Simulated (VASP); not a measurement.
Band structure of HfN (relaxed from the TiAs structure, space group P6_3/mmc). These are PBEsol GGA, VASP's PBE PAW potentials (set 64) (plane waves; VASP) values and carry that method's errors.

Unless said otherwise, spin-orbit coupling is left out, though it shifts the bands of the heavy elements here.

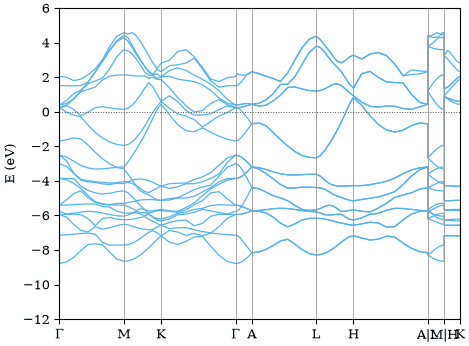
*Bands along high-symmetry lines, zero at the valence-band maximum or, without a gap, the Fermi level*

Q: Read the plot: is there a gap, and where are the band edges?

A: It has no gap at this level: it comes out as a metal or semimetal. (Edges off the drawn lines would not show.)

The structure was generated: HfN was put into the TiAs type (P6_3/mmc), which need not be its known phase. It was relaxed first, which changed the volume by -27 %.
